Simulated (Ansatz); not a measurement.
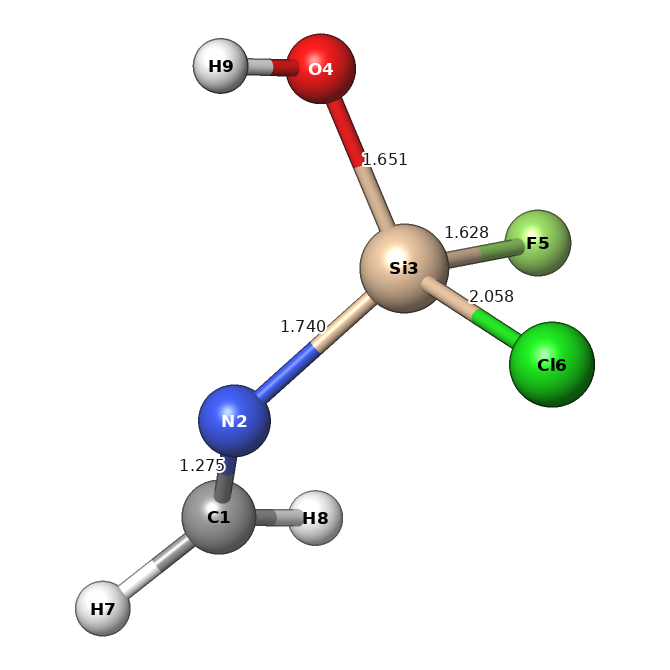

The numbers beside the sticks are distances in Å. Sticks don't show bond order. Computed geometry: PBE-D4/def2-SVP optimisation. No frequency run is at hand to confirm it as a minimum.

Which of the marked bonds are single, double, triple or aromatic?

C1–N2 double; N2–Si3 single; Si3–O4 single; Si3–F5 single; Si3–Cl6 single.

Give the structure as SMILES.

C=N[Si@](O)(F)Cl
